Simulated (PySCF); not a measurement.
**What a change does: NMR shielding calculation on C4H5FOSi**

System: C4H5FOSi, SMILES Fc1coc([SiH3])c1.
Method of run 1: GIAO PBE0/6-31G* NMR shielding, non-relativistic, gas phase (PySCF 2.14.0).

The geometry comes from this level: PBE0-D3(BJ)/def2-SVP. Text and figures count atoms from 1; the logs count them from 0 in places.

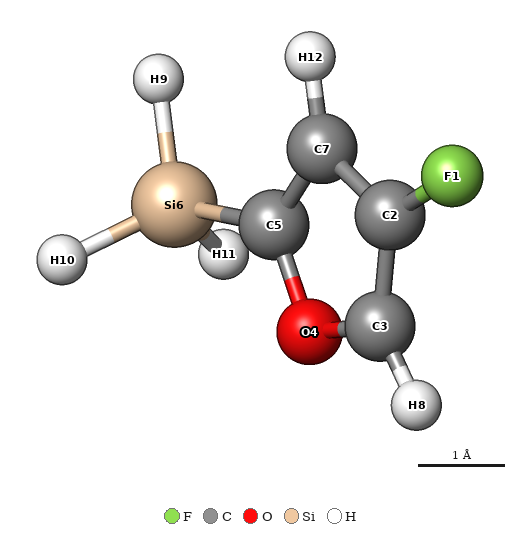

Fig. 1: The structure (ball-and-stick view, seen at a tilt; atoms are numbered from 1 in the order of the input). Bond lengths as drawn: C–C 1.36 to 1.42 Å, C–F 1.32 Å, C–H 1.09 Å, C–O 1.35 to 1.36 Å, C–Si 1.87 Å and H–Si 1.49 Å.

**The input, run 1**
```
{"job": {"kind": "nmr", "xc": "PBE0", "basis": "6-31G*", "pop": true}, "charge": 0, "multiplicity": 1}
F     -2.842272     0.990394     1.085371
C     -1.793547     0.393502     0.548398
C     -1.789580    -0.799832    -0.113795
O     -0.531794    -1.073772    -0.506121
C      0.283568    -0.062412    -0.103588
Si     2.106000    -0.153716    -0.506144
C     -0.459745     0.880784     0.562072
H     -2.566922    -1.517639    -0.357955
H      2.750247     1.018932     0.153116
H      2.333442    -0.089607    -1.980605
H      2.695510    -1.422255     0.014376
H     -0.104937     1.809610     1.002834
```

The first line tells a small driver script what to run in PySCF; the rest is the geometry in Å.

Launched with:
```bash
OMP_NUM_THREADS=1 python <driver script> task.json out
```

Hardware: 1 CPU thread, shared host.

**Output (run 1)**
```
coarse grid: 11240 points
cycle   1  E = -619.4454022670  dE =  1.174e+00  |g| = 5.195e-01  |ddm| = 3.496e+00
cycle   2  E = -619.4097517866  dE =  3.565e-02  |g| = 7.006e-01  |ddm| = 8.982e-01
cycle   3  E = -619.4928835349  dE = -8.313e-02  |g| = 1.155e-01  |ddm| = 5.535e-01
cycle   4  E = -619.4952935408  dE = -2.410e-03  |g| = 5.047e-02  |ddm| = 1.368e-01
cycle   5  E = -619.4958570481  dE = -5.635e-04  |g| = 1.037e-02  |ddm| = 5.198e-02
cycle   6  E = -619.4958824040  dE = -2.536e-05  |g| = 3.183e-03  |ddm| = 1.276e-02
cycle   7  E = -619.4958847613  dE = -2.357e-06  |g| = 8.537e-04  |ddm| = 3.411e-03
final grid: 106432 points
cycle   8  E = -619.4417415889  dE = -9.199e-06  |g| = 9.757e-03  |ddm| = 1.962e-02
cycle   9  E = -619.4417093699  dE =  3.222e-05  |g| = 1.629e-02  |ddm| = 1.820e-02
cycle  10  E = -619.4417601142  dE = -5.074e-05  |g| = 1.650e-03  |ddm| = 1.194e-02
cycle  11  E = -619.4417607987  dE = -6.845e-07  |g| = 2.650e-04  |ddm| = 1.752e-03
cycle  12  E = -619.4417608130  dE = -1.428e-08  |g| = 7.447e-05  |ddm| = 3.252e-04
cycle  13  E = -619.4417608142  dE = -1.155e-09  |g| = 1.086e-05  |ddm| = 8.224e-05
cycle  14  E = -619.4417608142  dE = -1.785e-11  |g| = 6.385e-06  |ddm| = 1.808e-05
converged SCF energy = -619.4417608142

GIAO shielding tensors (ppm)
atom      isotropic    diamagn.    paramagn.     s11        s22        s33       span
  0 F      365.440     468.368    -102.928    304.133    319.291    472.898    168.765
  1 C       47.985     252.248    -204.263     -0.334     51.593     92.697     93.030
  2 C       67.817     257.777    -189.960     12.734     59.598    131.119    118.385
  3 O       73.899     397.422    -323.523    -62.103     -4.343    288.144    350.247
  4 C       57.032     253.943    -196.911     -3.180     49.158    125.119    128.300
  5 Si     468.258     883.351    -415.093    448.424    465.774    490.575     42.151
  6 C       81.164     262.022    -180.858      0.835     81.199    161.460    160.625
  7 H       24.715      28.477      -3.762     22.467     25.440     26.238      3.771
  8 H       27.487      29.455      -1.968     23.972     26.792     31.698      7.725
  9 H       27.353      29.057      -1.704     24.347     25.491     32.221      7.874
 10 H       27.336      29.108      -1.772     24.206     25.672     32.131      7.925
 11 H       25.566      30.889      -5.323     23.637     25.193     27.869      4.232
```

The input of run 2 differs as follows (lines with − go, lines with + come):
```diff
-"basis": "6-31G*"
+"basis": "pcSseg-2"
```

Predict how the results change.

The total energy of run 2 is 106.6 kcal/mol lower, which measures the change of basis and not a stability. The HOMO goes from −6.61 to −6.89 eV. The LUMO goes from −0.16 to −0.61 eV. The dipole moment goes from 0.35 to 0.60 D. Of all shieldings, the largest change is that of Si6, by −44.5 ppm. The number of SCF iterations is the same. The basis functions go from 112 to 329.

**Output (run 2)**
```
coarse grid: 11240 points
cycle   1  E = -619.5618315174  dE =  1.157e+00  |g| = 5.443e-01  |ddm| = 2.778e+00
cycle   2  E = -619.5219407842  dE =  3.989e-02  |g| = 7.366e-01  |ddm| = 7.339e-01
cycle   3  E = -619.6074462856  dE = -8.551e-02  |g| = 1.328e-01  |ddm| = 4.222e-01
cycle   4  E = -619.6102297235  dE = -2.783e-03  |g| = 5.995e-02  |ddm| = 1.168e-01
cycle   5  E = -619.6109833461  dE = -7.536e-04  |g| = 1.160e-02  |ddm| = 4.883e-02
cycle   6  E = -619.6110084674  dE = -2.512e-05  |g| = 4.960e-03  |ddm| = 1.147e-02
cycle   7  E = -619.6110140811  dE = -5.614e-06  |g| = 7.458e-04  |ddm| = 3.597e-03
final grid: 106432 points
cycle   8  E = -619.6116799361  dE = -6.834e-05  |g| = 9.197e-03  |ddm| = 4.514e-02
cycle   9  E = -619.6116509238  dE =  2.901e-05  |g| = 1.560e-02  |ddm| = 1.278e-02
cycle  10  E = -619.6116951025  dE = -4.418e-05  |g| = 1.666e-03  |ddm| = 8.143e-03
cycle  11  E = -619.6116957411  dE = -6.386e-07  |g| = 4.448e-04  |ddm| = 1.414e-03
cycle  12  E = -619.6116957794  dE = -3.825e-08  |g| = 1.571e-04  |ddm| = 4.309e-04
cycle  13  E = -619.6116957838  dE = -4.411e-09  |g| = 2.332e-05  |ddm| = 1.464e-04
cycle  14  E = -619.6116957839  dE = -8.993e-11  |g| = 4.555e-06  |ddm| = 2.110e-05
converged SCF energy = -619.6116957839

GIAO shielding tensors (ppm)
atom      isotropic    diamagn.    paramagn.     s11        s22        s33       span
  0 F      354.997     463.148    -108.151    289.419    313.503    462.069    172.649
  1 C       17.779     252.486    -234.707    -40.777     25.221     68.893    109.670
  2 C       43.648     256.831    -213.183    -19.401     36.191    114.154    133.555
  3 O       38.212     390.368    -352.156   -108.930    -51.346    274.913    383.843
  4 C       27.842     254.442    -226.600    -42.474     18.645    107.354    149.828
  5 Si     423.782     878.027    -454.245    405.102    414.133    452.110     47.008
  6 C       58.614     258.388    -199.774    -32.964     60.409    148.397    181.361
  7 H       23.510      30.126      -6.617     21.470     23.575     25.485      4.015
  8 H       26.943      29.142      -2.199     23.446     26.224     31.160      7.714
  9 H       26.770      28.747      -1.977     23.957     24.842     31.511      7.554
 10 H       26.777      28.835      -2.059     23.837     25.051     31.442      7.605
 11 H       24.305      31.994      -7.688     22.796     23.205     26.915      4.119
```

**The two runs side by side**

| quantity | run 1 | run 2 |
| --- | --- | --- |
| outcome | converged | converged |
| total energy (hartree) | −619.441761 | −619.611696 |
| HOMO (eV) | −6.61 | −6.89 |
| LUMO (eV) | −0.16 | −0.61 |
| dipole moment (D) | 0.35 | 0.60 |
| shielding of F1 (ppm) | 365.4 | 355.0 |
| shielding of C2 (ppm) | 48.0 | 17.8 |
| shielding of C3 (ppm) | 67.8 | 43.6 |
| shielding of O4 (ppm) | 73.9 | 38.2 |
| shielding of C5 (ppm) | 57.0 | 27.8 |
| shielding of Si6 (ppm) | 468.3 | 423.8 |
| shielding of C7 (ppm) | 81.2 | 58.6 |
| SCF iterations | 14 | 14 |
| basis functions | 112 | 329 |
| wall time (shared host) | 16 s | 84 s |
